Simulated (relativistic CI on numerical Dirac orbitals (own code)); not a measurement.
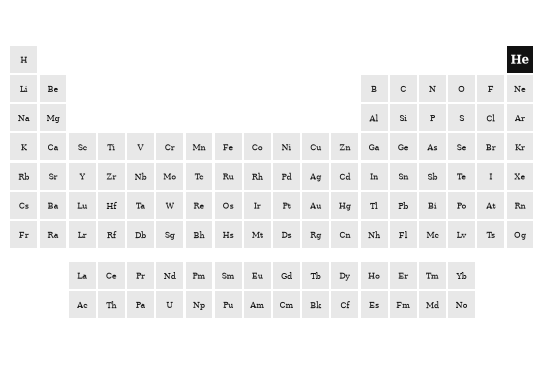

The place of helium in the periodic table.

# Relativistic CI calculation, with input and output: He

- system: He.
- method: Dirac-Coulomb-Breit CI, KLI orbitals optimised for each configuration, model QED (radiative potential, 1s self-energy scaled to tabulated hydrogen-like ionisation energies), numerical settings as typed (relativistic CI on numerical Dirac orbitals, in-house)

Input file:
```
atom He  Z=2  charge=0  electrons=2
nucleus A=4  rms_radius_fm=1.6755
hamiltonian dirac-coulomb  breit=on  qed=on  c_scale=1
orbitals kli  potential=per-configuration
slater_scale 1
correlation none
mixing on
grid step=0.0125 r_max=60
scf mixing=0.4 start=green max_iterations=6 tolerance=2e-08 node_fill=0.05
configurations
  1s2
end
```

Launched within a batch (the task file carries these settings):
```bash
python <driver script> task.json out
```

The program writes its results to a structured record and prints no log; tables and figures of this report are taken from that record.

What the run reported:

| quantity | value |
| --- | --- |
| outcome | not converged |
| hardware | 1 CPU thread, shared host |

Diagnosis:

One thing in this input was made wrong on purpose: iterations. The run did not meet its convergence test, so its last values are not results. Caveats: SCF of 1s2 did not converge.
